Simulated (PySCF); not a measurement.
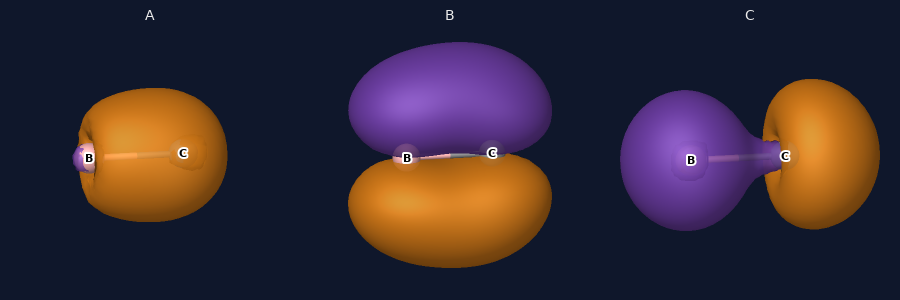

The picture shows: BC (quartet). Three frontier β-spin orbitals, each drawn at the value that holds 80 % of its norm (orange and purple are the two phases), in no order; of a degenerate pair one member is drawn.

Level of theory: PySCF, PBE0/aug-pcseg-1, non-relativistic, at a bond length of 1.483 Å.

**Name the orbitals and rank them from lowest to highest energy.**

Orbital A: σ, occupied in this spin, −16.94 eV; shared between the atoms (B 35 %, C 65 %).
Orbital C: σ, occupied in this spin, −8.13 eV; shared between the atoms (B 35 %, C 65 %).
Orbital B: π, empty in this spin, −4.05 eV; bonding, with no node between the atoms.
